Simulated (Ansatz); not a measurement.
# BSiHO (triplet): PBE, BLYP, r2SCAN, B97M-V, PBE0, B3LYP over vertical spin and charge gaps, def2-QZVPP, part 1 of 2

How well do these functionals follow the top wave-function level for BSiHO (triplet) over vertical spin and charge gaps?

Program: Ansatz 0.2.0, Gaussian basis. Level of theory: def2-QZVPP, all electrons in the functionals. These are calculated values, not measurements.

To be run: PBE, BLYP, r2SCAN, B97M-V, PBE0, B3LYP, at charge 0, triplet; charge 0, singlet; charge 0, quintet; charge 1, doublet; charge 1, quartet.

2 further runs of the same task are left out: 2 set aside as unsound or not needed.

## (1) The geometry

The geometry is a PBE0/def2-TZVP stationary point (not a proven minimum).

4 atoms, charge 0, spin multiplicity 3.

Atoms are counted from 1 here; the program's logs count them from 0.

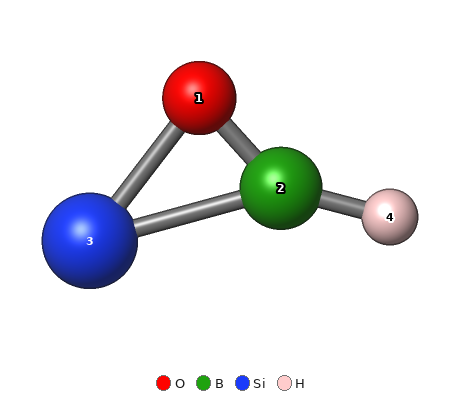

The structure; oxygen red, boron green, silicon blue, hydrogen pink; atoms are numbered from 1 in the order of the file.

No dispersion term is added; B97M-V holds VV10 nonlocal correlation. B3LYP takes the VWN-RPA correlation.

The geometry shown and the zero of energy belong to the point charge 0, triplet. The yardstick, UCCSD(T), and other wave-function levels (R restricted, U unrestricted, valence and pair active spaces) come from earlier runs.

## (2) PBE, charge 0, triplet

File in.yaml:

```yaml
crystal:
  periodic: [false, false, false]
  atoms:
    - {symbol: O, position_ang: [0.000000, -0.676845, 0.785054]}
    - {symbol: B, position_ang: [0.000000, 0.567200, 1.099112]}
    - {symbol: Si, position_ang: [0.000000, 0.118108, -0.941049]}
    - {symbol: H, position_ang: [0.000000, 1.369113, 1.971283]}
basis:
  gaussian: {orbitals: "def2-QZVPP.json"}
magnetization: {spin_polarized: true, initial_magnetization: 2}
hamiltonian: {xc: {name: PBE}}
output: {orbitals: {seedname: orbitals}}
```

Command:

```sh
> ansatz run in.yaml --threads 1 --pin off --events-out ev --progress --plain --max-ram 2393MiB
```

Output, cut to the lines that bear on the results:

```text
Functional definition: PBE
  name "PBE"
  cite "Perdew, Burke & Ernzerhof, Phys. Rev. Lett. 77, 3865 (1996) doi:10.1103/PhysRevLett.77.3865"
  parent pbe
[...]
790 factors; their error is unknown
[...]
mean field -10609.98322540 eV, -389.9096918287 hartree, gradient 1.7e-5 eV, S^2 2.007578; 1 other end points of the search recorded, 0 dependent functions left out
reference -10609.98326833 eV, -389.9096934062 hartree; 15, 13 occupied and 199, 201 virtual orbitals, 790 factors
Total energy: -10609.98326833 eV, -389.9096934062 hartree
```

Wall time 7.5 s (1 thread of Arm Neoverse V2, shared host).

From the report: ⟨S²⟩ of the determinant 2.008 (pure triplet: 2.00).

## (3) PBE, charge 0, singlet

in.yaml: that of step 2 with these lines changed.

```diff
@@ -9,3 +9,3 @@
   gaussian: {orbitals: "def2-QZVPP.json"}
-magnetization: {spin_polarized: true, initial_magnetization: 2}
+magnetization: {spin_polarized: true, initial_magnetization: 0}
 hamiltonian: {xc: {name: PBE}}
```

Launched as before.

Output, cut to the lines that bear on the results:

```text
Functional definition: PBE
  name "PBE"
  cite "Perdew, Burke & Ernzerhof, Phys. Rev. Lett. 77, 3865 (1996) doi:10.1103/PhysRevLett.77.3865"
  parent pbe
[...]
790 factors; their error is unknown
[...]
mean field -10610.62462333 eV, -389.9332627675 hartree, gradient 6.9e-6 eV, S^2 0.000000; 4 other end points of the search recorded, 0 dependent functions left out
reference -10610.62466384 eV, -389.9332642565 hartree; 14, 14 occupied and 200, 200 virtual orbitals, 790 factors
Total energy: -10610.62466384 eV, -389.9332642565 hartree
```

Run time: 18 s. Hardware: 1 thread of Arm Neoverse V2, shared host; peak memory 0.47 GiB.

From the report: ⟨S²⟩ of the determinant 0.000 (pure singlet: 0.00).

From charge 0, triplet: -61.9 kJ/mol.

## (4) PBE, charge 0, quintet

in.yaml: that of step 3 with these lines changed.

```diff
@@ -9,3 +9,3 @@
   gaussian: {orbitals: "def2-QZVPP.json"}
-magnetization: {spin_polarized: true, initial_magnetization: 0}
+magnetization: {spin_polarized: true, initial_magnetization: 4}
 hamiltonian: {xc: {name: PBE}}
```

Same command.

Output, cut to the lines that bear on the results:

```text
Functional definition: PBE
  name "PBE"
  cite "Perdew, Burke & Ernzerhof, Phys. Rev. Lett. 77, 3865 (1996) doi:10.1103/PhysRevLett.77.3865"
  parent pbe
[...]
790 factors; their error is unknown
[...]
mean field -10605.19161862 eV, -389.7336035272 hartree, gradient 1.3e-5 eV, S^2 6.003167; 4 other end points of the search recorded, 0 dependent functions left out
reference -10605.19166196 eV, -389.7336051198 hartree; 16, 12 occupied and 198, 202 virtual orbitals, 790 factors
Total energy: -10605.19166196 eV, -389.7336051198 hartree
```

Wall time 14 s (1 thread of Arm Neoverse V2, shared host); peak memory 0.42 GiB.

From the report: ⟨S²⟩ of the determinant 6.003 (pure quintet: 6.00).

From charge 0, triplet: +462.3 kJ/mol.

## (5) PBE, charge 1, doublet

in.yaml: that of step 4 with these lines changed.

```diff
@@ -9,3 +9,4 @@
   gaussian: {orbitals: "def2-QZVPP.json"}
-magnetization: {spin_polarized: true, initial_magnetization: 4}
+total_charge: 1
+magnetization: {spin_polarized: true, initial_magnetization: 1}
 hamiltonian: {xc: {name: PBE}}
```

Same command.

Output, cut to the lines that bear on the results:

```text
Functional definition: PBE
  name "PBE"
  cite "Perdew, Burke & Ernzerhof, Phys. Rev. Lett. 77, 3865 (1996) doi:10.1103/PhysRevLett.77.3865"
  parent pbe
[...]
790 factors; their error is unknown
[...]
mean field -10602.69808037 eV, -389.6419676868 hartree, gradient 3.5e-5 eV, S^2 0.755128; 0 other end points of the search recorded, 0 dependent functions left out
reference -10602.69811914 eV, -389.6419691115 hartree; 14, 13 occupied and 200, 201 virtual orbitals, 790 factors
Total energy: -10602.69811914 eV, -389.6419691115 hartree
```

Run time: 4.7 s. Hardware: 1 thread of Arm Neoverse V2, shared host.

From the report: ⟨S²⟩ of the determinant 0.755 (pure doublet: 0.75).

From charge 0, triplet: +702.9 kJ/mol.

## (6) PBE, charge 1, quartet

in.yaml: that of step 5 with these lines changed.

```diff
@@ -10,3 +10,3 @@
 total_charge: 1
-magnetization: {spin_polarized: true, initial_magnetization: 1}
+magnetization: {spin_polarized: true, initial_magnetization: 3}
 hamiltonian: {xc: {name: PBE}}
```

Launched as before.

Output, cut to the lines that bear on the results:

```text
Functional definition: PBE
  name "PBE"
  cite "Perdew, Burke & Ernzerhof, Phys. Rev. Lett. 77, 3865 (1996) doi:10.1103/PhysRevLett.77.3865"
  parent pbe
[...]
790 factors; their error is unknown
[...]
mean field -10599.20615564 eV, -389.5136418199 hartree, gradient 2.6e-5 eV, S^2 3.752562; 0 other end points of the search recorded, 0 dependent functions left out
reference -10599.20619893 eV, -389.5136434106 hartree; 15, 12 occupied and 199, 202 virtual orbitals, 790 factors
Total energy: -10599.20619893 eV, -389.5136434106 hartree
```

Wall time 4.5 s (1 thread of Arm Neoverse V2, shared host).

From the report: ⟨S²⟩ of the determinant 3.753 (pure quartet: 3.75).

From charge 0, triplet: +1039.8 kJ/mol.

## (7) BLYP, charge 0, triplet

in.yaml: that of step 6 with these lines changed.

```diff
@@ -9,5 +9,3 @@
   gaussian: {orbitals: "def2-QZVPP.json"}
-total_charge: 1
-magnetization: {spin_polarized: true, initial_magnetization: 3}
-hamiltonian: {xc: {name: PBE}}
-output: {orbitals: {seedname: orbitals}}
+magnetization: {spin_polarized: true, initial_magnetization: 2}
+hamiltonian: {xc: {name: BLYP}}
```

Launched as before.

Output, cut to the lines that bear on the results:

```text
Functional definition: BLYP
  name "BLYP"
  cite "Becke, Phys. Rev. A 38, 3098 (1988) doi:10.1103/PhysRevA.38.3098"
  cite "Lee, Yang & Parr, Phys. Rev. B 37, 785 (1988) doi:10.1103/PhysRevB.37.785"
[...]
790 factors; their error is unknown
[...]
mean field -10616.84209083 eV, -390.1617504840 hartree, gradient 9.3e-6 eV, S^2 2.005754; 1 other end points of the search recorded, 0 dependent functions left out
reference -10616.84237896 eV, -390.1617610726 hartree; 15, 13 occupied and 199, 201 virtual orbitals, 790 factors
Total energy: -10616.84237896 eV, -390.1617610726 hartree
```

Run time: 8 s. Hardware: 1 thread of Arm Neoverse V2, shared host.

From the report: ⟨S²⟩ of the determinant 2.006 (pure triplet: 2.00).

## (8) BLYP, charge 0, singlet

in.yaml: that of step 7 with these lines changed.

```diff
@@ -9,3 +9,3 @@
   gaussian: {orbitals: "def2-QZVPP.json"}
-magnetization: {spin_polarized: true, initial_magnetization: 2}
+magnetization: {spin_polarized: true, initial_magnetization: 0}
 hamiltonian: {xc: {name: BLYP}}
```

Launched as before.

Output, cut to the lines that bear on the results:

```text
Functional definition: BLYP
  name "BLYP"
  cite "Becke, Phys. Rev. A 38, 3098 (1988) doi:10.1103/PhysRevA.38.3098"
  cite "Lee, Yang & Parr, Phys. Rev. B 37, 785 (1988) doi:10.1103/PhysRevB.37.785"
[...]
790 factors; their error is unknown
[...]
mean field -10617.58784636 eV, -390.1891564943 hartree, gradient 5.0e-6 eV, S^2 0.000000; 4 other end points of the search recorded, 0 dependent functions left out
reference -10617.58814051 eV, -390.1891673042 hartree; 14, 14 occupied and 200, 200 virtual orbitals, 790 factors
Total energy: -10617.58814051 eV, -390.1891673042 hartree
```

Run time: 18 s. Hardware: 1 thread of Arm Neoverse V2, shared host; peak memory 0.46 GiB.

From the report: ⟨S²⟩ of the determinant 0.000 (pure singlet: 0.00).

From charge 0, triplet: -72.0 kJ/mol.

## (9) BLYP, charge 0, quintet

in.yaml: that of step 8 with these lines changed.

```diff
@@ -9,3 +9,3 @@
   gaussian: {orbitals: "def2-QZVPP.json"}
-magnetization: {spin_polarized: true, initial_magnetization: 0}
+magnetization: {spin_polarized: true, initial_magnetization: 4}
 hamiltonian: {xc: {name: BLYP}}
```

Same command.

Output, cut to the lines that bear on the results:

```text
Functional definition: BLYP
  name "BLYP"
  cite "Becke, Phys. Rev. A 38, 3098 (1988) doi:10.1103/PhysRevA.38.3098"
  cite "Lee, Yang & Parr, Phys. Rev. B 37, 785 (1988) doi:10.1103/PhysRevB.37.785"
[...]
790 factors; their error is unknown
[...]
mean field -10611.75270633 eV, -389.9747190534 hartree, gradient 2.1e-5 eV, S^2 6.003443; 4 other end points of the search recorded, 0 dependent functions left out
reference -10611.75299843 eV, -389.9747297876 hartree; 16, 12 occupied and 198, 202 virtual orbitals, 790 factors
Total energy: -10611.75299843 eV, -389.9747297876 hartree
```

Wall time 16 s (1 thread of Arm Neoverse V2, shared host); peak memory 0.42 GiB.

From the report: ⟨S²⟩ of the determinant 6.003 (pure quintet: 6.00).

From charge 0, triplet: +491.1 kJ/mol.

## (10) BLYP, charge 1, doublet

in.yaml: that of step 9 with these lines changed.

```diff
@@ -9,3 +9,4 @@
   gaussian: {orbitals: "def2-QZVPP.json"}
-magnetization: {spin_polarized: true, initial_magnetization: 4}
+total_charge: 1
+magnetization: {spin_polarized: true, initial_magnetization: 1}
 hamiltonian: {xc: {name: BLYP}}
```

Same command.

Output, cut to the lines that bear on the results:

```text
Functional definition: BLYP
  name "BLYP"
  cite "Becke, Phys. Rev. A 38, 3098 (1988) doi:10.1103/PhysRevA.38.3098"
  cite "Lee, Yang & Parr, Phys. Rev. B 37, 785 (1988) doi:10.1103/PhysRevB.37.785"
[...]
790 factors; their error is unknown
[...]
mean field -10609.78896895 eV, -389.9025530356 hartree, gradient 3.4e-5 eV, S^2 0.753910; 0 other end points of the search recorded, 0 dependent functions left out
reference -10609.78925150 eV, -389.9025634192 hartree; 14, 13 occupied and 200, 201 virtual orbitals, 790 factors
Total energy: -10609.78925150 eV, -389.9025634192 hartree
```

Wall time 5.5 s (1 thread of Arm Neoverse V2, shared host).

From the report: ⟨S²⟩ of the determinant 0.754 (pure doublet: 0.75).

From charge 0, triplet: +680.5 kJ/mol.

## (11) BLYP, charge 1, quartet

in.yaml: that of step 10 with these lines changed.

```diff
@@ -10,3 +10,3 @@
 total_charge: 1
-magnetization: {spin_polarized: true, initial_magnetization: 1}
+magnetization: {spin_polarized: true, initial_magnetization: 3}
 hamiltonian: {xc: {name: BLYP}}
```

The command is unchanged.

Output, cut to the lines that bear on the results:

```text
Functional definition: BLYP
  name "BLYP"
  cite "Becke, Phys. Rev. A 38, 3098 (1988) doi:10.1103/PhysRevA.38.3098"
  cite "Lee, Yang & Parr, Phys. Rev. B 37, 785 (1988) doi:10.1103/PhysRevB.37.785"
[...]
790 factors; their error is unknown
[...]
mean field -10606.04501649 eV, -389.7649653205 hartree, gradient 2.2e-5 eV, S^2 3.752809; 0 other end points of the search recorded, 0 dependent functions left out
reference -10606.04529777 eV, -389.7649756572 hartree; 15, 12 occupied and 199, 202 virtual orbitals, 790 factors
Total energy: -10606.04529777 eV, -389.7649756572 hartree
```

Run time: 5.5 s. Hardware: 1 thread of Arm Neoverse V2, shared host.

From the report: ⟨S²⟩ of the determinant 3.753 (pure quartet: 3.75).

From charge 0, triplet: +1041.8 kJ/mol.

## (12) r2SCAN, charge 0, triplet

in.yaml: that of step 11 with these lines changed.

```diff
@@ -9,4 +9,3 @@
   gaussian: {orbitals: "def2-QZVPP.json"}
-total_charge: 1
-magnetization: {spin_polarized: true, initial_magnetization: 3}
-hamiltonian: {xc: {name: BLYP}}
+magnetization: {spin_polarized: true, initial_magnetization: 2}
+hamiltonian: {xc: {name: r2SCAN}}
```

Launched as before.

Output, cut to the lines that bear on the results:

```text
Functional definition: r2SCAN
  name "r2SCAN"
  cite "Furness, Kaplan, Ning, Perdew & Sun, J. Phys. Chem. Lett. 11, 8208 (2020) doi:10.1021/acs.jpclett.0c02405"
  cite "Furness, Kaplan, Ning, Perdew & Sun, J. Phys. Chem. Lett. 11, 9248 (2020) doi:10.1021/acs.jpclett.0c03077"
  parent r2scan
[...]
790 factors; their error is unknown
[...]
mean field -10614.97033423 eV, -390.0929646976 hartree, gradient 8.5e-5 eV, S^2 2.023214; 0 other end points of the search recorded, 0 dependent functions left out
reference -10614.97035174 eV, -390.0929653410 hartree; 15, 13 occupied and 199, 201 virtual orbitals, 790 factors
Total energy: -10614.97035174 eV, -390.0929653410 hartree
```

It took 11 s on 1 thread of Arm Neoverse V2, shared host; peak memory 0.28 GiB.

From the report: ⟨S²⟩ of the determinant 2.023 (pure triplet: 2.00).

## (13) r2SCAN, charge 0, singlet

in.yaml: that of step 12 with these lines changed.

```diff
@@ -9,3 +9,3 @@
   gaussian: {orbitals: "def2-QZVPP.json"}
-magnetization: {spin_polarized: true, initial_magnetization: 2}
+magnetization: {spin_polarized: true, initial_magnetization: 0}
 hamiltonian: {xc: {name: r2SCAN}}
```

The command is unchanged.

Output, cut to the lines that bear on the results:

```text
Functional definition: r2SCAN
  name "r2SCAN"
  cite "Furness, Kaplan, Ning, Perdew & Sun, J. Phys. Chem. Lett. 11, 8208 (2020) doi:10.1021/acs.jpclett.0c02405"
  cite "Furness, Kaplan, Ning, Perdew & Sun, J. Phys. Chem. Lett. 11, 9248 (2020) doi:10.1021/acs.jpclett.0c03077"
  parent r2scan
[...]
790 factors; their error is unknown
[...]
mean field -10615.46592323 eV, -390.1111772576 hartree, gradient 2.2e-5 eV, S^2 0.304683; 8 other end points of the search recorded, 0 dependent functions left out
reference -10615.46594097 eV, -390.1111779095 hartree; 14, 14 occupied and 200, 200 virtual orbitals, 790 factors
Total energy: -10615.46594097 eV, -390.1111779095 hartree
```

It took 36 s on 1 thread of Arm Neoverse V2, shared host; peak memory 0.51 GiB.

From the report: ⟨S²⟩ of the determinant 0.305 (pure singlet: 0.00).

From charge 0, triplet: -47.8 kJ/mol.

## (14) r2SCAN, charge 0, quintet

in.yaml: that of step 13 with these lines changed.

```diff
@@ -9,3 +9,3 @@
   gaussian: {orbitals: "def2-QZVPP.json"}
-magnetization: {spin_polarized: true, initial_magnetization: 0}
+magnetization: {spin_polarized: true, initial_magnetization: 4}
 hamiltonian: {xc: {name: r2SCAN}}
```

Launched as before.

Output, cut to the lines that bear on the results:

```text
Functional definition: r2SCAN
  name "r2SCAN"
  cite "Furness, Kaplan, Ning, Perdew & Sun, J. Phys. Chem. Lett. 11, 8208 (2020) doi:10.1021/acs.jpclett.0c02405"
  cite "Furness, Kaplan, Ning, Perdew & Sun, J. Phys. Chem. Lett. 11, 9248 (2020) doi:10.1021/acs.jpclett.0c03077"
  parent r2scan
[...]
790 factors; their error is unknown
[...]
mean field -10610.48957592 eV, -389.9282998670 hartree, gradient 1.1e-5 eV, S^2 6.008308; 4 other end points of the search recorded, 0 dependent functions left out
reference -10610.48959273 eV, -389.9283004847 hartree; 16, 12 occupied and 198, 202 virtual orbitals, 790 factors
Total energy: -10610.48959273 eV, -389.9283004847 hartree
```

It took 28 s on 1 thread of Arm Neoverse V2, shared host; peak memory 0.46 GiB.

From the report: ⟨S²⟩ of the determinant 6.008 (pure quintet: 6.00).

From charge 0, triplet: +432.3 kJ/mol.

## (15) r2SCAN, charge 1, doublet

in.yaml: that of step 14 with these lines changed.

```diff
@@ -9,3 +9,4 @@
   gaussian: {orbitals: "def2-QZVPP.json"}
-magnetization: {spin_polarized: true, initial_magnetization: 4}
+total_charge: 1
+magnetization: {spin_polarized: true, initial_magnetization: 1}
 hamiltonian: {xc: {name: r2SCAN}}
```

Same command.

Output, cut to the lines that bear on the results:

```text
Functional definition: r2SCAN
  name "r2SCAN"
  cite "Furness, Kaplan, Ning, Perdew & Sun, J. Phys. Chem. Lett. 11, 8208 (2020) doi:10.1021/acs.jpclett.0c02405"
  cite "Furness, Kaplan, Ning, Perdew & Sun, J. Phys. Chem. Lett. 11, 9248 (2020) doi:10.1021/acs.jpclett.0c03077"
  parent r2scan
[...]
790 factors; their error is unknown
[...]
mean field -10607.56065379 eV, -389.8206639639 hartree, gradient 3.3e-5 eV, S^2 0.762446; 0 other end points of the search recorded, 0 dependent functions left out
reference -10607.56066786 eV, -389.8206644809 hartree; 14, 13 occupied and 200, 201 virtual orbitals, 790 factors
Total energy: -10607.56066786 eV, -389.8206644809 hartree
```

Run time: 11 s. Hardware: 1 thread of Arm Neoverse V2, shared host; peak memory 0.28 GiB.

From the report: ⟨S²⟩ of the determinant 0.762 (pure doublet: 0.75).

From charge 0, triplet: +714.9 kJ/mol.

## (16) r2SCAN, charge 1, quartet

in.yaml: that of step 15 with these lines changed.

```diff
@@ -10,3 +10,3 @@
 total_charge: 1
-magnetization: {spin_polarized: true, initial_magnetization: 1}
+magnetization: {spin_polarized: true, initial_magnetization: 3}
 hamiltonian: {xc: {name: r2SCAN}}
```

The command is unchanged.

Output, cut to the lines that bear on the results:

```text
Functional definition: r2SCAN
  name "r2SCAN"
  cite "Furness, Kaplan, Ning, Perdew & Sun, J. Phys. Chem. Lett. 11, 8208 (2020) doi:10.1021/acs.jpclett.0c02405"
  cite "Furness, Kaplan, Ning, Perdew & Sun, J. Phys. Chem. Lett. 11, 9248 (2020) doi:10.1021/acs.jpclett.0c03077"
  parent r2scan
[...]
790 factors; their error is unknown
[...]
mean field -10604.40318405 eV, -389.7046290911 hartree, gradient 8.4e-5 eV, S^2 3.756720; 0 other end points of the search recorded, 0 dependent functions left out
reference -10604.40320034 eV, -389.7046296899 hartree; 15, 12 occupied and 199, 202 virtual orbitals, 790 factors
Total energy: -10604.40320034 eV, -389.7046296899 hartree
```

Wall time 9 s (1 thread of Arm Neoverse V2, shared host); peak memory 0.28 GiB.

From the report: ⟨S²⟩ of the determinant 3.757 (pure quartet: 3.75).

From charge 0, triplet: +1019.6 kJ/mol.

## (17) B97M-V, charge 0, triplet

in.yaml: that of step 16 with these lines changed.

```diff
@@ -9,4 +9,3 @@
   gaussian: {orbitals: "def2-QZVPP.json"}
-total_charge: 1
-magnetization: {spin_polarized: true, initial_magnetization: 3}
-hamiltonian: {xc: {name: r2SCAN}}
+magnetization: {spin_polarized: true, initial_magnetization: 2}
+hamiltonian: {xc: {name: B97M-V}}
```

The command is unchanged.

Output, cut to the lines that bear on the results:

```text
Functional definition: B97M-V
  name "B97M-V"
  cite "Mardirossian & Head-Gordon, J. Chem. Phys. 142, 074111 (2015) doi:10.1063/1.4907719"
  cite "Becke, J. Chem. Phys. 107, 8554 (1997) doi:10.1063/1.475007"
  cite "Vydrov & Van Voorhis, J. Chem. Phys. 133, 244103 (2010) doi:10.1063/1.3521275"
  # Of w^i u^j: cxij and so on, Table III.
[...]
  gx(w, u) = cx00 + cx01*u + cx02*u^2 + (cx10 + cx11*u)*w
[...]
  gos(w, u) = cos00 + cos01*u + cos03*u^3 + cos10*w + cos32*w^3*u^2
[...]
      + integral(e_c_pw_mod_opposite_spin*gos(b97_w_opposite, b97_u_opposite)) + vv10(b, c)
790 factors; their error is unknown
[...]
mean field -10614.62783513 eV, -390.0803780878 hartree, gradient 8.6e-5 eV, S^2 2.011986; 0 other end points of the search recorded, 0 dependent functions left out
reference -10614.62789667 eV, -390.0803803495 hartree; 15, 13 occupied and 199, 201 virtual orbitals, 790 factors
Total energy: -10614.62789667 eV, -390.0803803495 hartree
```

Wall time 16 s (1 thread of Arm Neoverse V2, shared host); peak memory 0.34 GiB.

From the report: ⟨S²⟩ of the determinant 2.012 (pure triplet: 2.00).

## (18) B97M-V, charge 0, singlet

in.yaml: that of step 17 with these lines changed.

```diff
@@ -9,3 +9,3 @@
   gaussian: {orbitals: "def2-QZVPP.json"}
-magnetization: {spin_polarized: true, initial_magnetization: 2}
+magnetization: {spin_polarized: true, initial_magnetization: 0}
 hamiltonian: {xc: {name: B97M-V}}
```

The command is unchanged.

Output, cut to the lines that bear on the results:

```text
Functional definition: B97M-V
  name "B97M-V"
  cite "Mardirossian & Head-Gordon, J. Chem. Phys. 142, 074111 (2015) doi:10.1063/1.4907719"
  cite "Becke, J. Chem. Phys. 107, 8554 (1997) doi:10.1063/1.475007"
  cite "Vydrov & Van Voorhis, J. Chem. Phys. 133, 244103 (2010) doi:10.1063/1.3521275"
  # Of w^i u^j: cxij and so on, Table III.
[...]
  gx(w, u) = cx00 + cx01*u + cx02*u^2 + (cx10 + cx11*u)*w
[...]
  gos(w, u) = cos00 + cos01*u + cos03*u^3 + cos10*w + cos32*w^3*u^2
[...]
      + integral(e_c_pw_mod_opposite_spin*gos(b97_w_opposite, b97_u_opposite)) + vv10(b, c)
790 factors; their error is unknown
[...]
mean field -10615.36998212 eV, -390.1076514867 hartree, gradient 7.2e-6 eV, S^2 0.000000; 4 other end points of the search recorded, 0 dependent functions left out
reference -10615.37004079 eV, -390.1076536427 hartree; 14, 14 occupied and 200, 200 virtual orbitals, 790 factors
Total energy: -10615.37004079 eV, -390.1076536427 hartree
```

Run time: 54 s. Hardware: 1 thread of Arm Neoverse V2, shared host; peak memory 0.59 GiB.

From the report: ⟨S²⟩ of the determinant 0.000 (pure singlet: 0.00).

From charge 0, triplet: -71.6 kJ/mol.

(Continued in part 2 of 2.)
